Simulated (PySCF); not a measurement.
**One shape, several levels: triplet SF4**

Aim: a comparison of 6 runs (U-wB97X-V/STO-3G, UB3LYP/STO-3G, UPBE/STO-3G, UPBE0/STO-3G, USVWN5/STO-3G, UCISD/STO-3G) of triplet SF4. Input form: a Python script.

Program for the calculation: PySCF 2.14.0.

2 further runs of the same task are left out: 2 set aside as unsound or not needed.

**1. The system as given**

SF4 has 5 atoms, charge 0, and is taken as a triplet. SMILES of the parent species: `FS(F)(F)F`. The coordinates come from a PBE0-D4/def2-TZVP relaxation. That shape belongs to the parent species and isn't relaxed for this state.

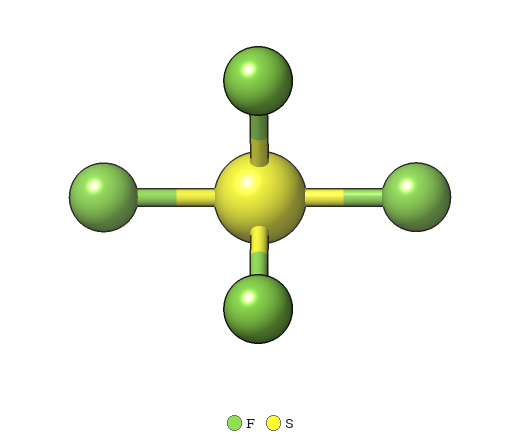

The structure, seen from a chosen angle (fluorine green, sulfur yellow).

**2. The energy at U-wB97X-V/STO-3G (run 1)**

Input file input.py:

```python
from pyscf import gto, dft

system = gto.M(
    atom='''
F       -0.561200      -0.228000       1.172800
S        0.064000      -0.357400      -0.243000
F        1.536700      -0.462000       0.491400
F       -1.440100      -0.077300      -0.858200
F        0.400600       1.124600      -0.563100
''',
    max_memory=1860,
    spin=2,
    verbose=4,
    basis='sto-3g',
)

calc0 = dft.UKS(system, xc='wb97x-v')
calc0.nlcgrids.level = 1
calc0.conv_tol = 1e-10
calc0.grids.level = 5
calc0.kernel()
if not calc0.converged:
    calc0 = calc0.newton().run(calc0.mo_coeff, calc0.mo_occ)

e_tot = calc0.e_tot
print('E = %.10f Eh' % e_tot)
```

On the command line:

```bash
$ OMP_NUM_THREADS=1 python input.py
```

Standard output:

```text
PySCF version 2.14.0

[... 65 lines left out ...]
WARN: HOMO 0.0260990369782764 >= LUMO -0.35632517714447
[... 54 lines left out ...]
converged SCF energy = -786.736574899184  <S^2> = 2.016722  2S+1 = 3.0111273
E = -786.7365748992 Eh
```

Wall time 44 s (1 thread of Arm Neoverse V1, shared host); peak memory 0.26 GiB.

**3. The energy at UB3LYP/STO-3G (run 2)**

Input file mol.xyz:

```xyz
5
F4S
F     -0.561200    -0.228000     1.172800
S      0.064000    -0.357400    -0.243000
F      1.536700    -0.462000     0.491400
F     -1.440100    -0.077300    -0.858200
F      0.400600     1.124600    -0.563100
```

Input file input.py:

```python
from pyscf import gto, dft

mol = gto.Mole()
mol.atom = 'mol.xyz'
mol.verbose = 4
mol.max_memory = 1860
mol.basis = 'sto-3g'
mol.spin = 2
mol.build()

mf = dft.UKS(mol)
mf.xc = 'b3lyp'
mf.grids.level = 5
mf.conv_tol = 1e-10
mf.kernel()
if not mf.converged:
    mf = mf.newton().run(mf.mo_coeff, mf.mo_occ)

energy = mf.e_tot
print('Final energy', energy)
```

On the command line:

```bash
$ OMP_NUM_THREADS=1 python input.py
```

Standard output:

```text
PySCF version 2.14.0

[... 60 lines left out ...]
[... the frontier-level lines of each cycle are left out ...]
[... 11 lines left out ...]
[... 11 lines left out ...]
[... 11 lines left out ...]
[... 11 lines left out ...]
[... 1 line left out ...]
cycle= 10 E= -786.847936803809  delta_E= -1.59e-09  |g|= 1.33e-05  |ddm|= 0.000182


cycle= 11 E= -786.847936804002  delta_E= -1.93e-10  |g|= 5.42e-06  |ddm|= 4.68e-05


cycle= 12 E= -786.847936804039  delta_E= -3.71e-11  |g|= 1.47e-06  |ddm|= 1.86e-05


Extra cycle  E= -786.847936804038  delta_E= 1.82e-12  |g|= 1.31e-06  |ddm|= 5.23e-06
converged SCF energy = -786.847936804038  <S^2> = 2.0094834  2S+1 = 3.0063156
Final energy -786.8479368040375
```

Wall time 11 s (1 thread of Arm Neoverse V1, shared host); peak memory 0.26 GiB.

Runs 3 to 4 aren't shown in full; the table further down has their settings and results.

**4. The energy at USVWN5/STO-3G (run 5)**

Input file calc.py:

```python
from pyscf import gto, dft

mol = gto.M(
    atom='''
F       -0.561200      -0.228000       1.172800
S        0.064000      -0.357400      -0.243000
F        1.536700      -0.462000       0.491400
F       -1.440100      -0.077300      -0.858200
F        0.400600       1.124600      -0.563100
''',
    verbose=4,
    spin=2,
    max_memory=1860,
    basis='sto-3g',
)

mf = dft.UKS(mol)
mf.xc = 'svwn'
mf.conv_tol = 1e-10
mf.grids.level = 5
mf.kernel()
if not mf.converged:
    mf = mf.newton().run(mf.mo_coeff, mf.mo_occ)

e_tot = mf.e_tot
print('Final energy', e_tot)
```

On the command line:

```bash
$ OMP_NUM_THREADS=1 python calc.py
```

Standard output:

```text
PySCF version 2.14.0

[... 62 lines left out ...]
[... the frontier-level lines of each cycle are left out ...]
[... 11 lines left out ...]
[... 11 lines left out ...]
[... 11 lines left out ...]
[... 11 lines left out ...]
[... 1 line left out ...]
cycle= 10 E= -782.914354193886  delta_E= -2.8e-08  |g|= 3.21e-05  |ddm|= 0.000615


cycle= 11 E= -782.914354194949  delta_E= -1.06e-09  |g|= 1.69e-06  |ddm|= 9.21e-05


cycle= 12 E= -782.914354194952  delta_E= -3.18e-12  |g|= 1.83e-07  |ddm|= 3.95e-06


Extra cycle  E= -782.914354194952  delta_E= 2.27e-13  |g|= 6.42e-07  |ddm|= 1.92e-06
converged SCF energy = -782.914354194952  <S^2> = 2.0008889  2S+1 = 3.0005925
Final energy -782.9143541949516
```

It took 5.4 s on 1 thread of Arm Neoverse V1, shared host; peak memory 0.16 GiB.

**5. A single-point energy at UCISD/STO-3G (run 6)**

Input file start.xyz:

```xyz
5

F     -0.561200    -0.228000     1.172800
S      0.064000    -0.357400    -0.243000
F      1.536700    -0.462000     0.491400
F     -1.440100    -0.077300    -0.858200
F      0.400600     1.124600    -0.563100
```

Input file run.py:

```python
from pyscf import gto, ci

molecule = gto.M(
    atom='start.xyz',
    max_memory=1860,
    verbose=3,
    spin=2,
    basis='sto-3g',
)

mf = molecule.UHF()
mf.conv_tol = 1e-10
mf.kernel()
if not mf.converged:
    mf = mf.newton().run(mf.mo_coeff, mf.mo_occ)

cisd = ci.CISD(mf, frozen=9)
cisd.kernel()
etot = cisd.e_tot
print('E(%s) = %.9f' % ('CISD', etot))
```

On the command line:

```bash
$ OMP_NUM_THREADS=1 python run.py
```

Standard output:

```text
WARN: HOMO 0.086776291335359 >= LUMO -0.376602403023568

converged SCF energy = -784.833451783026  <S^2> = 2.1188302  2S+1 = 3.0782009
E(UCISD) = -784.9407639031693  E_corr = -0.1073121201428569
E(CISD) = -784.940763903
```

Run time: 1 s. Hardware: 1 thread of Arm Neoverse V1, shared host; peak memory 0.12 GiB.

**6. The series**

| run | level | nlc grid | integration grid | energy (Eh) | dipole moment (D) of the reference | ⟨S²⟩ | wall time |
| --- | --- | --- | --- | --- | --- | --- | --- |
| 1 | U-wB97X-V/STO-3G | 1 | 5 | -786.736575 | 1.02 | 2.017 | 44 s |
| 2 | UB3LYP/STO-3G | – | 5 | -786.847937 | 0.92 | 2.009 | 11 s |
| 3 | UPBE/STO-3G | – | 5 | -786.339364 | 0.61 | 2.002 | 10 s |
| 4 | UPBE0/STO-3G | – | 5 | -786.445022 | 0.97 | 2.013 | 9.9 s |
| 5 | USVWN5/STO-3G | – | 5 | -782.914354 | 0.56 | 2.001 | 5.4 s |
| 6 | UCISD/STO-3G | – | – | -784.940764 | 1.34 | 2.119 | 1 s |

**7. Summary of results**

```
                                                         quantity          value
                                              run 6: total energy  -784.94076 Eh
                      run 6: dipole moment (Hartree–Fock density)         1.34 D
run 6: HOMO energy (Hartree–Fock orbitals) (highest over α and β)       -1.47 eV
 run 6: LUMO energy (Hartree–Fock orbitals) (lowest over α and β)        4.40 eV
               run 6: correlation energy (9 core orbitals frozen)     -107.3 mEh
                         run 6: ⟨S²⟩ of the reference determinant          2.119
```

In words: Over runs 1, 2, 3, 4, 5 the dipole moment (its size) runs from 0.56 D (USVWN5/STO-3G) to 1.02 D (U-wB97X-V/STO-3G). Totals of different functionals can't be ranked against each other. In runs 1, 2, 3, 4, 5, 6 the basis is minimal, so the values are rough. Spin contamination of the reference: run 6 ⟨S²⟩ = 2.12. All runs together took 82 s, the longest 44 s.
